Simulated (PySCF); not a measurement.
**C$_{5}$H$_{6}$, SMILES `C1=CC12CC2`: what the electrons do**

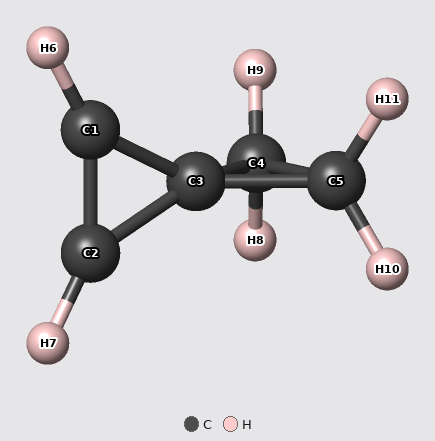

The molecule, with its atoms numbered as below. No frequency check shows the geometry to be a minimum.

Geometry (Å), atoms numbered from 1:

```
C1      -1.3784    0.0154   -0.6548
C2      -1.3784   -0.0155    0.6547
C3      -0.0496    0.0001    0.0002
C4       1.2136   -0.7633   -0.0181
C5       1.2136    0.7634    0.0177
H6      -1.9162    0.0372   -1.5713
H7      -1.9161   -0.0373    1.5712
H8       1.5270   -1.2883    0.8732
H9       1.5276   -1.2458   -0.9322
H10      1.5262    1.2458    0.9341
H11      1.5268    1.2885   -0.8736
```

Part 1: Excited states

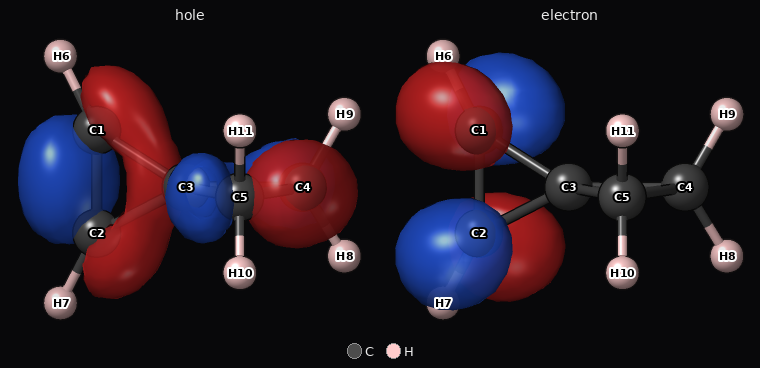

Leading natural transition orbital pair of S₃ (TDA singlet states); the surfaces enclose about 70 % of each orbital's density.

PySCF calculation, CAM-B3LYP/cc-pVDZ, gas phase; geometry: GFN2-xTB. Without diffuse functions Rydberg states are missing, so the states' numbers hold for this basis only.

**Give its energy and the atoms that hole and electron lie on.**

7.10 eV (175 nm), f = 0.000 (dark); the leading pair carries 99 %; hole on C1 and C2 (20 % each), C4 and C5 (19 % each) and C3 (11 %), electron on C1 and C2 (39 % each), C3 (7 %) and H6 and H7 (6 % each); their centroids lie 1.3 Å apart. In canonical orbitals it is mainly HOMO−2 → LUMO (87 %). The HOMO–LUMO gap is 9.15 eV.

Part 2: Magnetic shielding

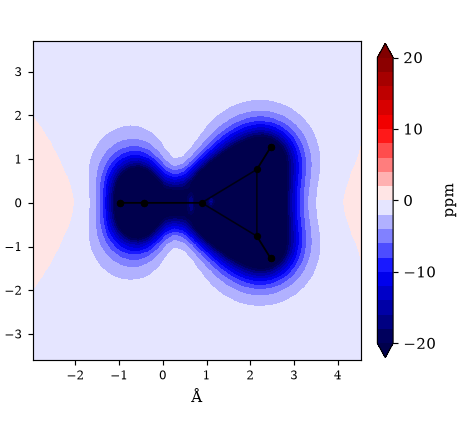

Isotropic NICS in a plane perpendicular to the 3-membered ring C1/C2/C3; GIAO shieldings; atoms are projected onto the map; negative values mean shielding.

Computed with PySCF, B3LYP/6-31+G*, geometry: GFN2-xTB.

**What does the map say about the ring?**

It is shielded above its centre; in a three-membered ring σ bonds weigh heavily, so the values alone don't measure π aromaticity: NICS(0) = −25.9, NICS(1) = −4.7, NICS(1)zz = −10.1 ppm. The 3-membered ring C3/C4/C5 is shielded above its centre; its σ bonds alone give such values, so they don't measure π aromaticity: NICS(0) = −34.8, NICS(1) = −5.6, NICS(1)zz = −18.0 ppm.

**What absolute proton shieldings does the same calculation give?**

From 25.3 ppm (H6 and H7) to 31.8 ppm (H8, H9, H10 and H11).

Part 3: Stretching a bond

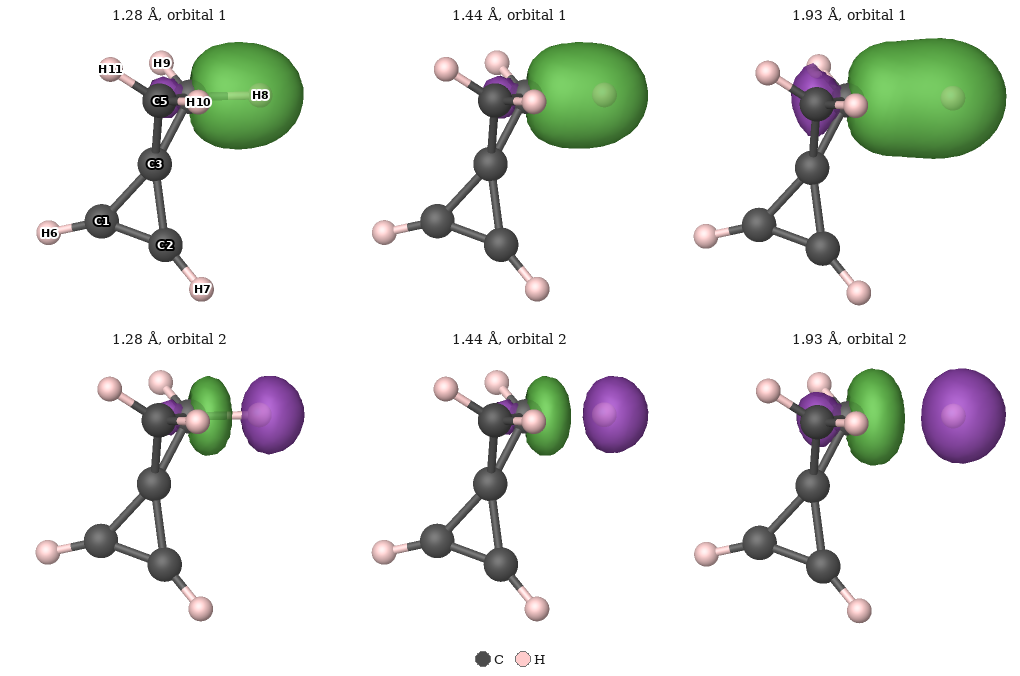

Rigid stretch of the C4–H8 bond. The two CASSCF(2,2) natural orbitals nearest half filling (orbital 1 the more occupied).

Computed with PySCF, def2-SVP basis, geometry: GFN2-xTB.

**How do the occupations change along the stretch?**

1.28 Å: 1.97 and 0.03; 1.44 Å: 1.95 and 0.05; 1.93 Å: 1.83 and 0.17. At the longest distance computed (3.00 Å) they are 1.30 and 0.70, and the effective number of unpaired electrons is 1.7.

UHF already breaks spin symmetry near equilibrium here (⟨S²⟩ = 0.02 at 1.07 Å), for reasons apart from this bond.

**How much energy does the stretch cost?**

By CASSCF, 4.4 eV from the lowest point of the scan (1.07 Å) to 3.00 Å; RHF gives 7.2 eV from its own lowest point. The fragments aren't relaxed and dynamic correlation is missing, so this isn't a bond dissociation energy.
